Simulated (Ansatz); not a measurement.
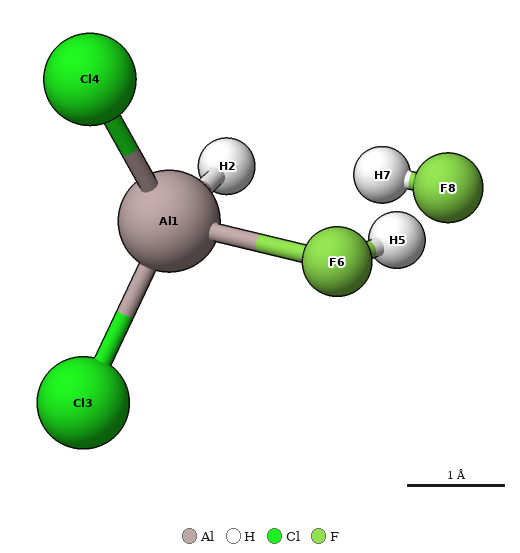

**Figure 1.** The starting structure (ball-and-stick view, seen at a tilt; atoms are numbered from 1 in the order of the input). Sticks mark near contacts.

**AlH3Cl2F2: geometry relaxation**

System: AlH3Cl2F2.
Method: RKS PBE0-D4/def2-TZVP (Ansatz 0.2.0).

The geometry is a transition state displaced along its imaginary mode. The reaction was set up to form Al1–F6, H5–F8 and H2–H7 and to break Al1–H2, H5–F6 and H7–F8 (atoms counted from 1 in the order of the input); sticks are drawn by distance alone. Figures and captions count atoms from 1; the log counts them from 0 in places.

Input:
```yaml
crystal:
  periodic: [false, false, false]
  atoms:
    - {symbol: Al, position_ang: [-0.750723, -0.334178, -0.614478]}
    - {symbol: H, position_ang: [0.115787, 0.901202, -0.944431]}
    - {symbol: Cl, position_ang: [-0.304896, -2.013489, -1.781751]}
    - {symbol: Cl, position_ang: [-2.714188, 0.149999, -0.079489]}
    - {symbol: H, position_ang: [0.741933, -0.153953, 1.236325]}
    - {symbol: F, position_ang: [0.115370, -0.744674, 1.125065]}
    - {symbol: H, position_ang: [1.207027, 1.141074, 0.218217]}
    - {symbol: F, position_ang: [1.589691, 1.054020, 0.840541]}
basis:
  gaussian: {orbitals: def2-TZVP}
hamiltonian: {xc: pbe0, dispersion: d4}
relax: {f_tol: 0.005, max_steps: 200}
```

Machine: 4 threads of Arm Neoverse V1, 23 GiB of memory available, shared host.

Run as:
```bash
ansatz run in.yaml --threads 4 --pin off --events-out ev --progress --plain --max-ram 9574MiB
```

Output:
```
Functional definition: PBE0
  name "PBE0"
  cite "Adamo & Barone, J. Chem. Phys. 110, 6158 (1999) doi:10.1063/1.478522"
  cite "Perdew, Burke & Ernzerhof, Phys. Rev. Lett. 77, 3865 (1996) doi:10.1103/PhysRevLett.77.3865"
  parent pbe
  parameter a = 0.25
  parameter kappa = 0.804
  parameter beta = 0.06672455060314922
  exchange = (1 - a)*pbe_x(kappa = kappa, mu = beta*pi^2/3) + a*exact_x
  correlation = pbe_c(beta = beta)
1259 factors; their error is unknown
mean field evaluation 1: about -37111.5647 eV, gradient 4.4e1 eV
mean field evaluation 2: about -37110.9954 eV, gradient 5.0e1 eV
mean field evaluation 4: about -37114.1220 eV, gradient 1.1e0 eV
mean field evaluation 8: about -37114.1257 eV, gradient 1.7e-2 eV
mean field evaluation 16: about -37114.2316 eV, gradient 7.2e-5 eV
mean field -37114.23162602 eV, -1363.9228553265 hartree, gradient 7.2e-5 eV, S^2 0.000000; 0 other end points of the search recorded, 0 dependent functions left out
the calculation of the forces begins
reference -37114.23165447 eV, -1363.9228563719 hartree; 34, 34 occupied and 157, 157 virtual orbitals, 1259 factors
relax step   1: F+E_penalty+E_count = -37114.37738639 eV  Δ(F+E_penalty+E_count) = +0.000e0 eV  max|allowed force component| = 2.034e1 eV/Å  Δτ_max = 0.0000 Å  (27 SCF iters, accepted)
these checks for a lower state are left out or cut short: starts, cluster_reference, orbital_swaps, neighbouring_geometries, increment
1259 factors; their error is unknown
mean field -37116.49391496 eV, -1364.0059929115 hartree, gradient 9.6e-6 eV, S^2 0.000000; 0 other end points of the search recorded, 0 dependent functions left out
[... from here on the field's lines of each further geometry are left out, up to the last ...]
relax step   2: F+E_penalty+E_count = -37116.63720957 eV  Δ(F+E_penalty+E_count) = -2.260e0 eV  max|allowed force component| = 9.149e-1 eV/Å  Δτ_max = 0.1943 Å  (35 SCF iters, accepted)
relax step   3: F+E_penalty+E_count = -37116.66177735 eV  Δ(F+E_penalty+E_count) = -2.457e-2 eV  max|allowed force component| = 6.787e-1 eV/Å  Δτ_max = 0.1797 Å  (30 SCF iters, accepted)
relax step   4: F+E_penalty+E_count = -37116.68614681 eV  Δ(F+E_penalty+E_count) = -2.437e-2 eV  max|allowed force component| = 4.460e-1 eV/Å  Δτ_max = 0.0643 Å  (31 SCF iters, accepted)
relax step   5: F+E_penalty+E_count = -37116.69099977 eV  Δ(F+E_penalty+E_count) = -4.853e-3 eV  max|allowed force component| = 2.660e-1 eV/Å  Δτ_max = 0.0747 Å  (30 SCF iters, accepted)
relax step   6: F+E_penalty+E_count = -37116.71140736 eV  Δ(F+E_penalty+E_count) = -2.041e-2 eV  max|allowed force component| = 1.437e-1 eV/Å  Δτ_max = 0.0640 Å  (30 SCF iters, accepted)
relax step   7: F+E_penalty+E_count = -37116.72073189 eV  Δ(F+E_penalty+E_count) = -9.325e-3 eV  max|allowed force component| = 1.349e-1 eV/Å  Δτ_max = 0.0702 Å  (31 SCF iters, accepted)
relax step   8: F+E_penalty+E_count = -37116.72500750 eV  Δ(F+E_penalty+E_count) = -4.276e-3 eV  max|allowed force component| = 7.389e-2 eV/Å  Δτ_max = 0.0352 Å  (30 SCF iters, accepted)
relax step   9: F+E_penalty+E_count = -37116.72615777 eV  Δ(F+E_penalty+E_count) = -1.150e-3 eV  max|allowed force component| = 5.379e-2 eV/Å  Δτ_max = 0.0165 Å  (31 SCF iters, accepted)
relax step  10: F+E_penalty+E_count = -37116.72642798 eV  Δ(F+E_penalty+E_count) = -2.702e-4 eV  max|allowed force component| = 2.870e-2 eV/Å  Δτ_max = 0.0284 Å  (30 SCF iters, accepted)
relax step  11: F+E_penalty+E_count = -37116.72658923 eV  Δ(F+E_penalty+E_count) = -1.612e-4 eV  max|allowed force component| = 3.500e-2 eV/Å  Δτ_max = 0.0077 Å  (31 SCF iters, accepted)
relax step  12: F+E_penalty+E_count = -37116.72662041 eV  Δ(F+E_penalty+E_count) = -3.118e-5 eV  max|allowed force component| = 8.213e-3 eV/Å  Δτ_max = 0.0030 Å  (32 SCF iters, accepted)
relax step  13: F+E_penalty+E_count = -37116.72658094 eV  Δ(F+E_penalty+E_count) = +3.948e-5 eV  max|allowed force component| = 1.770e-2 eV/Å  Δτ_max = 0.0042 Å  (31 SCF iters, rejected (line search))
the calculation of the forces begins
reference -37116.57929285 eV, -1364.0091304911 hartree; 34, 34 occupied and 157, 157 virtual orbitals, 1259 factors
relax step  14: F+E_penalty+E_count = -37116.72662808 eV  Δ(F+E_penalty+E_count) = -7.669e-6 eV  max|allowed force component| = 4.708e-3 eV/Å  Δτ_max = 0.0013 Å  (32 SCF iters, accepted)
1259 factors; their error is unknown
mean field evaluation 128: about -37116.5793 eV, gradient 6.9e-5 eV
```

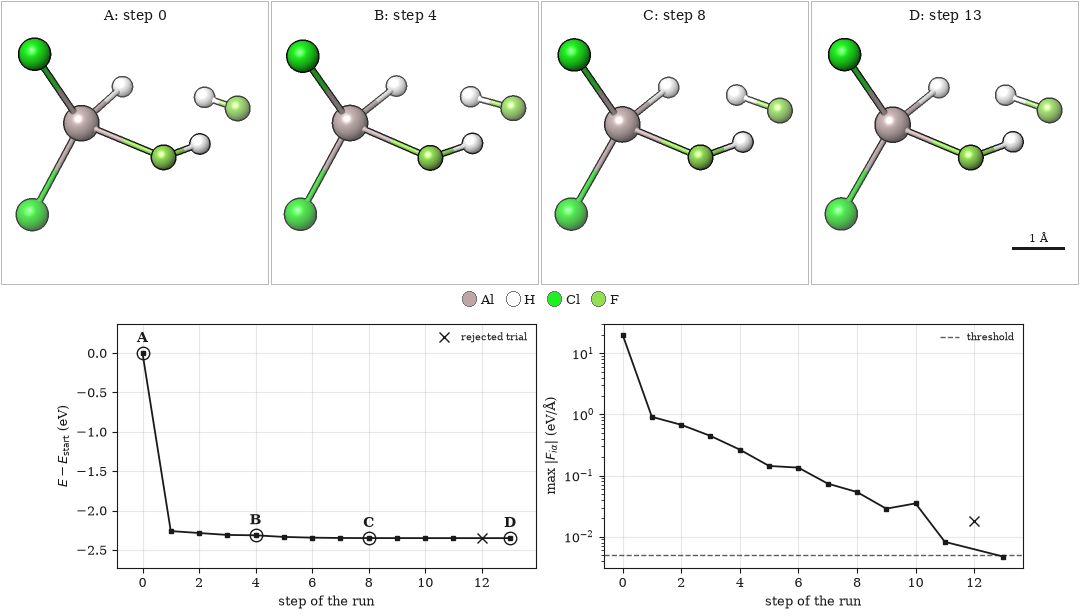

**Figure 2.** Frames of the relaxation (ball-and-stick view, seen at a tilt) above the curves, on which the letters mark them (the first geometry is step 0 here and step 1 in the log).

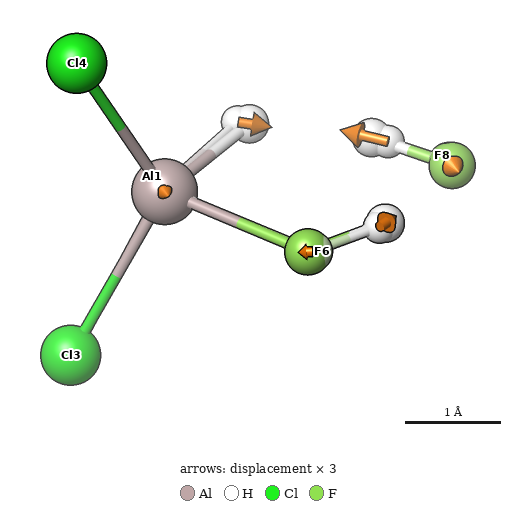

**Figure 3.** Start (faint) and end (solid) with the displacements as orange arrows, magnified 3 times (ball-and-stick view, seen at a tilt). The two geometries are laid on each other by the best rigid fit. After 13 geometry steps the energy has fallen by 2.349 eV. Largest force component: 20 eV/Å at the start, 0.0047 eV/Å at the end. The line search rejected the trial step at point 12 (counted from 0) and went back. The atom that moves furthest after the best rigid fit is H7 (0.18 Å). Largest moves by element: H 0.18 Å, F 0.10 Å, Al 0.05 Å, Cl 0.02 Å. Among the contacts that change: H7–F8 0.736 → 0.994 Å, H5–F6 0.868 → 1.010 Å, Al1–F6 1.986 → 1.894 Å, Al1–H2 1.545 → 1.632 Å. Among the angles that change: H2–Al1–F6 96.2° → 94.1°. (Atoms are counted from 1 in the order of the input.)

```
mean field -37116.57926465 eV, -1364.0091294548 hartree, gradient 8.0e-5 eV, S^2 0.000000; 1 other end points of the search recorded, 0 dependent functions left out
the calculation of the forces begins
reference -37116.57929285 eV, -1364.0091304911 hartree; 34, 34 occupied and 157, 157 virtual orbitals, 1259 factors
Total energy: -37116.72665628 eV, -1364.0145459975 hartree
Atom 0 at    -0.741672    -0.362844    -0.573564 Å, force    -0.001182    -0.000581    -0.000963 eV/Å
Atom 1 at     0.215297     0.925842    -0.866377 Å, force     0.000947     0.000946     0.002181 eV/Å
Atom 2 at    -0.326887    -2.005664    -1.791241 Å, force    -0.000161     0.000141     0.000158 eV/Å
Atom 3 at    -2.706114     0.146747    -0.089169 Å, force    -0.000009     0.000012     0.000139 eV/Å
Atom 4 at     0.806008    -0.078208     1.221616 Å, force     0.002312     0.001631     0.000839 eV/Å
Atom 5 at     0.079572    -0.766324     1.084226 Å, force    -0.003362    -0.004708     0.000182 eV/Å
Atom 6 at     1.090624     1.138439     0.080882 Å, force     0.001829    -0.000373    -0.003442 eV/Å
Atom 7 at     1.583172     1.002015     0.933625 Å, force    -0.000374     0.002932     0.000905 eV/Å
Dipole moment:     0.397936     0.250937     0.239302 e Å
```

Trajectory as extended XYZ (Å, eV, eV/Å), 14 frames, from step=1 to step=14:
```
8
Properties=species:S:1:pos:R:3:forces:R:3 step=1 energy=-37114.37739
Al   -0.7507   -0.3342   -0.6145   -0.5701  -0.4496  -0.2459
H     0.1158    0.9012   -0.9444    0.3274   0.4251  -0.0892
Cl   -0.3049   -2.0135   -1.7818   -0.0509  -0.0698   0.1146
Cl   -2.7142    0.1500   -0.0795   -0.0144  -0.1272   0.0799
H     0.7419   -0.1540    1.2363    4.1321   3.6740   1.0013
F     0.1154   -0.7447    1.1251   -4.4462  -4.1580  -0.8179
H     1.2070    1.1411    0.2182  -12.0877   3.2846 -20.3353
F     1.5897    1.0540    0.8405   12.7097  -2.5791  20.2925
8
Properties=species:S:1:pos:R:3:forces:R:3 step=2 energy=-37116.63721
Al   -0.8034   -0.3535   -0.6601   -0.0871  -0.2302   0.1665
H     0.1088    0.8970   -0.9534    0.3120   0.3028   0.0467
Cl   -0.3548   -2.0625   -1.7797   -0.0511  -0.0002   0.0281
Cl   -2.7623    0.0937   -0.0801    0.0102  -0.0569  -0.0124
H     0.7471   -0.1626    1.2521    0.9149   0.8230   0.1913
F     0.0560   -0.7767    1.0862   -0.8956  -0.6987  -0.3286
H     1.3023    1.2969    0.1517    0.0458  -0.1118   0.1954
F     1.7064    1.0676    0.9833   -0.2491  -0.0281  -0.2869
8
Properties=species:S:1:pos:R:3:forces:R:3 step=3 energy=-37116.66178
Al   -0.7623   -0.3203   -0.6450   -0.0042  -0.2179   0.2677
H     0.2213    0.9340   -0.8468   -0.1845   0.0067  -0.2746
Cl   -0.3439   -2.0339   -1.7672   -0.0021   0.1018  -0.0199
Cl   -2.7301    0.1009   -0.0790    0.0689   0.0420  -0.0692
H     0.7511   -0.1658    1.2648    0.6787   0.6494   0.1055
F     0.0529   -0.7891    1.0994   -0.5989  -0.4329  -0.2708
H     1.1710    1.2015    0.0745   -0.1555   0.0271  -0.2112
F     1.6400    1.0726    0.8994    0.1976  -0.1763   0.4725
8
Properties=species:S:1:pos:R:3:forces:R:3 step=4 energy=-37116.68615
Al   -0.7708   -0.3334   -0.6430    0.0443  -0.1087   0.2011
H     0.1876    0.9323   -0.9015   -0.0110   0.0169  -0.0075
Cl   -0.3516   -2.0407   -1.7707    0.0017   0.0348  -0.0141
Cl   -2.7363    0.1016   -0.0876    0.0185   0.0200  -0.0249
H     0.7678   -0.1610    1.2642    0.4460   0.4296   0.0488
F     0.0568   -0.7815    1.0988   -0.3841  -0.2357  -0.2272
H     1.1802    1.2209    0.1140   -0.0246  -0.0005  -0.1046
F     1.6664    1.0616    0.9257   -0.0907  -0.1564   0.1285
8
Properties=species:S:1:pos:R:3:forces:R:3 step=5 energy=-37116.69100
Al   -0.7712   -0.3383   -0.6300    0.0925  -0.0326   0.1644
H     0.1747    0.9411   -0.9055    0.0628  -0.0492   0.0380
Cl   -0.3472   -2.0230   -1.7859    0.0078  -0.0089  -0.0137
Cl   -2.7365    0.0978   -0.0827   -0.0106   0.0170  -0.0044
H     0.7639   -0.1353    1.2787    0.1789   0.2379  -0.0305
F     0.0631   -0.7811    1.0982   -0.1422  -0.0251  -0.1576
H     1.2148    1.1647    0.0791    0.0094   0.0708   0.2660
F     1.6384    1.0740    0.9481   -0.1986  -0.2099  -0.2622
8
Properties=species:S:1:pos:R:3:forces:R:3 step=6 energy=-37116.71141
Al   -0.7647   -0.3504   -0.6099    0.0357  -0.0218   0.0682
H     0.1848    0.9317   -0.8873    0.0386  -0.0336   0.0148
Cl   -0.3474   -2.0258   -1.7835    0.0065  -0.0021  -0.0131
Cl   -2.7327    0.1028   -0.0826   -0.0085   0.0154  -0.0049
H     0.7678   -0.0999    1.2255    0.1323   0.0783   0.0935
F     0.0655   -0.7736    1.0856   -0.0684   0.0324  -0.1204
H     1.2034    1.1746    0.0964   -0.1415   0.0751  -0.0999
F     1.6234    1.0407    0.9558    0.0054  -0.1437   0.0618
8
Properties=species:S:1:pos:R:3:forces:R:3 step=7 energy=-37116.72073
Al   -0.7539   -0.3526   -0.5984    0.0392  -0.0077   0.0513
H     0.2052    0.9295   -0.8859   -0.0154  -0.0183   0.0504
Cl   -0.3449   -2.0225   -1.7809    0.0155  -0.0021  -0.0163
Cl   -2.7221    0.1170   -0.0907   -0.0152   0.0260   0.0008
H     0.7916   -0.1014    1.2217    0.0228  -0.0047   0.0345
F     0.0658   -0.7682    1.0874    0.0512   0.0976  -0.0733
H     1.1345    1.1823    0.1077    0.0368  -0.0333  -0.0086
F     1.6237    1.0158    0.9391   -0.1349  -0.0576  -0.0388
8
Properties=species:S:1:pos:R:3:forces:R:3 step=8 energy=-37116.72501
Al   -0.7484   -0.3608   -0.5813    0.0038   0.0074  -0.0081
H     0.2050    0.9236   -0.8721    0.0335   0.0384   0.0010
Cl   -0.3299   -2.0120   -1.7856   -0.0005  -0.0198  -0.0203
Cl   -2.7132    0.1354   -0.0871   -0.0268   0.0063  -0.0003
H     0.8017   -0.0820    1.2190   -0.0464  -0.0286  -0.0241
F     0.0725   -0.7623    1.0764    0.0421  -0.0020   0.0584
H     1.1200    1.1583    0.0907   -0.0739  -0.0323  -0.0625
F     1.5923    0.9999    0.9399    0.0681   0.0306   0.0560
8
Properties=species:S:1:pos:R:3:forces:R:3 step=9 energy=-37116.72616
Al   -0.7458   -0.3585   -0.5809    0.0070  -0.0100   0.0144
H     0.2108    0.9274   -0.8706    0.0051   0.0110   0.0011
Cl   -0.3297   -2.0097   -1.7871    0.0016  -0.0013  -0.0092
Cl   -2.7119    0.1366   -0.0883   -0.0071   0.0086  -0.0033
H     0.8037   -0.0825    1.2228   -0.0282  -0.0143  -0.0187
F     0.0748   -0.7631    1.0813    0.0178   0.0022   0.0177
H     1.1072    1.1484    0.0873   -0.0390  -0.0068  -0.0538
F     1.5909    1.0013    0.9355    0.0430   0.0107   0.0518
8
Properties=species:S:1:pos:R:3:forces:R:3 step=10 energy=-37116.72643
Al   -0.7415   -0.3652   -0.5693    0.0155   0.0287  -0.0125
H     0.2181    0.9263   -0.8598   -0.0284  -0.0188  -0.0170
Cl   -0.3242   -2.0025   -1.7930   -0.0006  -0.0016   0.0037
Cl   -2.7060    0.1489   -0.0912    0.0012  -0.0029   0.0025
H     0.8067   -0.0770    1.2215    0.0259   0.0275   0.0001
F     0.0797   -0.7659    1.0866   -0.0226  -0.0257   0.0002
H     1.0855    1.1344    0.0754    0.0048  -0.0054   0.0127
F     1.5817    1.0008    0.9297    0.0041  -0.0019   0.0103
8
Properties=species:S:1:pos:R:3:forces:R:3 step=11 energy=-37116.72659
Al   -0.7424   -0.3626   -0.5729    0.0047   0.0008   0.0044
H     0.2142    0.9273   -0.8657    0.0047  -0.0036   0.0069
Cl   -0.3259   -2.0044   -1.7915    0.0004   0.0008   0.0010
Cl   -2.7077    0.1451   -0.0901    0.0012   0.0009   0.0002
H     0.8064   -0.0770    1.2222   -0.0079  -0.0073  -0.0019
F     0.0787   -0.7653    1.0854    0.0064   0.0095  -0.0037
H     1.0922    1.1360    0.0789    0.0116  -0.0018   0.0281
F     1.5845    1.0009    0.9337   -0.0212   0.0007  -0.0350
8
Properties=species:S:1:pos:R:3:forces:R:3 step=12 energy=-37116.72662
Al   -0.7411   -0.3625   -0.5734   -0.0060  -0.0078   0.0013
H     0.2162    0.9259   -0.8654    0.0004   0.0029  -0.0035
Cl   -0.3270   -2.0055   -1.7909    0.0007   0.0005  -0.0022
Cl   -2.7056    0.1467   -0.0886   -0.0005   0.0021  -0.0010
H     0.8055   -0.0776    1.2208   -0.0026  -0.0059   0.0040
F     0.0793   -0.7671    1.0840    0.0072   0.0082  -0.0007
H     1.0907    1.1380    0.0798   -0.0003  -0.0007   0.0009
F     1.5820    1.0021    0.9338    0.0011   0.0006   0.0011
8
Properties=species:S:1:pos:R:3:forces:R:3 step=13 energy=-37116.72658 accepted=F
Al   -0.7416   -0.3629   -0.5738   -0.0031   0.0064  -0.0125
H     0.2153    0.9255   -0.8667   -0.0014  -0.0008  -0.0012
Cl   -0.3277   -2.0058   -1.7916    0.0001  -0.0014   0.0005
Cl   -2.7060    0.1466   -0.0891   -0.0005  -0.0004   0.0013
H     0.8054   -0.0803    1.2241   -0.0002   0.0113  -0.0142
F     0.0794   -0.7669    1.0834    0.0091  -0.0043   0.0177
H     1.0918    1.1391    0.0804   -0.0017   0.0005  -0.0026
F     1.5834    1.0047    0.9333   -0.0023  -0.0112   0.0111
8
Properties=species:S:1:pos:R:3:forces:R:3 step=14 energy=-37116.72663
Al   -0.7417   -0.3628   -0.5736   -0.0012  -0.0006  -0.0010
H     0.2153    0.9258   -0.8664    0.0009   0.0009   0.0022
Cl   -0.3269   -2.0057   -1.7912   -0.0002   0.0001   0.0002
Cl   -2.7061    0.1467   -0.0892    0.0000   0.0000   0.0001
H     0.8060   -0.0782    1.2216    0.0023   0.0016   0.0008
F     0.0796   -0.7663    1.0842   -0.0034  -0.0047   0.0002
H     1.0906    1.1384    0.0809    0.0018  -0.0004  -0.0034
F     1.5832    1.0020    0.9336   -0.0004   0.0029   0.0009
```

Key numbers:

```csv
quantity,value
outcome,converged
total energy,−37116.7267 eV
mean-field energy,−37116.5793 eV
dispersion energy,−0.1474 eV
SCF solution under orbital rotations,stable
largest force (length of the vector) at the end,0.006 eV/Å
dipole moment,2.54 D
wall time,50 s (CPU time 3.1 min)
peak memory,0.51 GiB
```
